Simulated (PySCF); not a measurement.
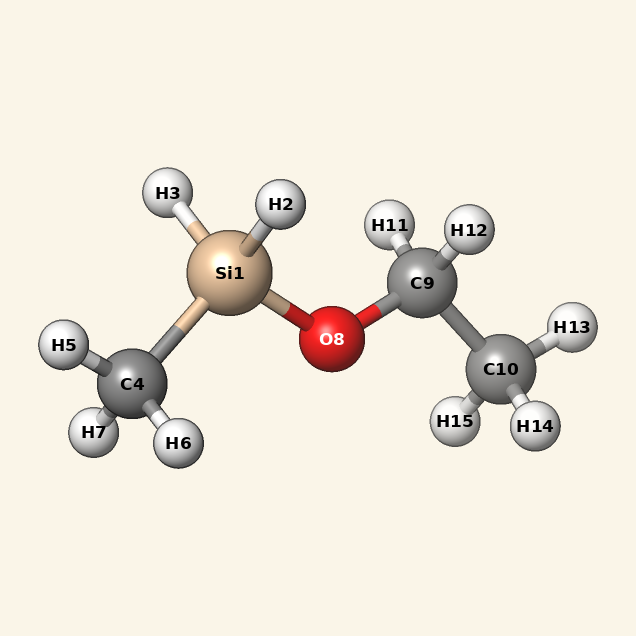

The geometry was computed by an optimisation with PBE0-D3(BJ)/def2-SVP. No frequency run is at hand to confirm it as a minimum. Method: delta-SCF UKS SCAN, pcX-2 on the ionised atom (unc-x2c-TZVPall on a metal), pcseg-1 elsewhere, spin-free X2C (PySCF 2.14.0).

Give the core-electron binding energies (to vacuum; p and d levels without spin–orbit splitting) of Si1 1s, Si1 2p, C4 1s, O8 1s, C9 1s, C10 1s.

```csv
atom,level,binding energy (eV)
Si1,1s,1846.9
Si1,2p,107.2
C4,1s,290.3
O8,1s,537.7
C9,1s,292.2
C10,1s,290.6
```
